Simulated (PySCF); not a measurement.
# GaF: spin, charge, geometry and surroundings

One physical setting of the base script is moved in each run, with the edits that it forces.

Program: PySCF 2.14.0. Level of theory: method and basis as typed in the scripts. These are calculated values, not measurements.

1 further run of the same task is left out (it didn't finish).

### 1 Starting geometry

GaF: 2 atoms, charge 0, spin multiplicity 1.

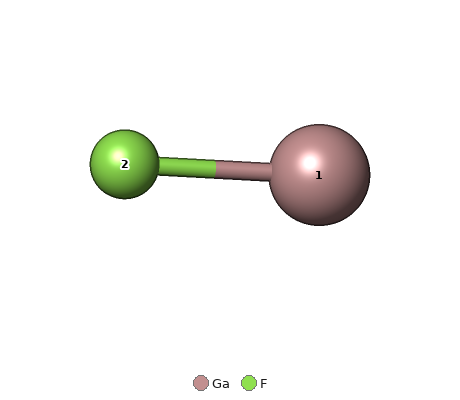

Start geometry, drawn with gallium pink, fluorine green; atoms are numbered from 1 in the order of the file.

### 2 The base run

input.py

```python
from pyscf import gto, scf

mol = gto.M(
    atom='Ga 0 0 0; F 0 0 2.093',
    basis='crenbl',
    ecp={'Ga': 'crenbl', 'F': 'crenbl'},
    charge=0,
    spin=0,
    symmetry=True,
    verbose=4,
)
mf = scf.RHF(mol)
mf.kernel()
mf.mulliken_pop()
mf.dip_moment()
print('orbital energies (hartree):', mf.mo_energy[..., max(0, mol.nelec[1]-3):mol.nelec[0]+3].round(4))
```

Command:

```console
OMP_NUM_THREADS=1 python input.py
```

Its log is not repeated here.

Base result: E(SCF) = -101.479199 Eh, 10 cycles, μ = 4.90 D.

The bond length is a typed value, not an optimised one.

### 3 Quintet (UHF)

Variant 1 changes spin (2S): 0 → 4; SCF type: RHF → UHF.

input.py

```python
from pyscf import gto, scf

mol = gto.M(
    atom='Ga 0 0 0; F 0 0 2.093',
    basis='crenbl',
    ecp={'Ga': 'crenbl', 'F': 'crenbl'},
    charge=0,
    spin=4,
    symmetry=True,
    verbose=4,
)
mf = scf.UHF(mol)
mf.kernel()
mf.mulliken_pop()
mf.dip_moment()
print('orbital energies (hartree):', [e[max(0, n-3):n+3].round(4) for e, n in zip(mf.mo_energy, mol.nelec)])
```

Command:

```console
OMP_NUM_THREADS=1 python input.py
```

### 4 Charge +1 (doublet, UHF)

Variant 2 changes charge: 0 → 1; spin (2S): 0 → 1; SCF type: RHF → UHF.

input.py

```python
from pyscf import gto, scf

mol = gto.M(
    atom='Ga 0 0 0; F 0 0 2.093',
    basis='crenbl',
    ecp={'Ga': 'crenbl', 'F': 'crenbl'},
    charge=1,
    spin=1,
    symmetry=True,
    verbose=4,
)
mf = scf.UHF(mol)
mf.kernel()
mf.mulliken_pop()
mf.dip_moment()
print('orbital energies (hartree):', [e[max(0, n-3):n+3].round(4) for e, n in zip(mf.mo_energy, mol.nelec)])
```

### 5 Electric field 0.05 a.u.

Variant 3 changes electric field: none → 0.05 a.u.; point-group symmetry: on → off.

Edit input.py of step 2 so:

```diff
@@ -8,3 +8,2 @@
     spin=0,
-    symmetry=True,
     verbose=4,
@@ -12,2 +11,7 @@
 mf = scf.RHF(mol)
+field = 0.05  # electric field along z, atomic units
+h = mf.get_hcore() + field*mol.intor('int1e_r')[2]
+mf.get_hcore = lambda *args: h
+e_nuc = mol.energy_nuc() - field*mol.atom_charges() @ mol.atom_coords()[:, 2]
+mf.energy_nuc = lambda *args: e_nuc
 mf.kernel()
```

Before running it: what results should come out? Wanted: for each run, E(SCF); from base; gap, α spin; SCF dipole.

**Answer**, as computed:

```
                     run  E(SCF) (hartree)  from base (eV)  cycles  gap, α spin (eV)  SCF dipole (D)
                    base       -101.479199               0      10             11.32            4.90
           quintet (UHF)       -101.199707         +7.6054      10              8.05            1.02
charge +1 (doublet, UHF)       -101.143478         +9.1354      15             13.59             n/a
electric field 0.05 a.u.       -101.427947         +1.3946      10             10.44            0.08
```

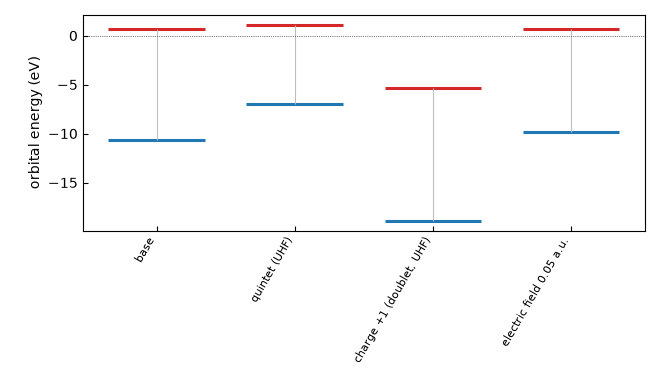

Highest filled (blue) and lowest empty (red) level of each run. Open-shell runs show the α spin alone.

Of the runs whose energies can be compared, “quintet (UHF)” moves the SCF energy most (+7.605 eV). The quintet solution found lies 7.61 eV above the base singlet at this geometry and level. At the SCF level, going to the doublet with one electron fewer costs 9.14 eV at fixed geometry, against 10.65 eV for the negative of the highest filled level.
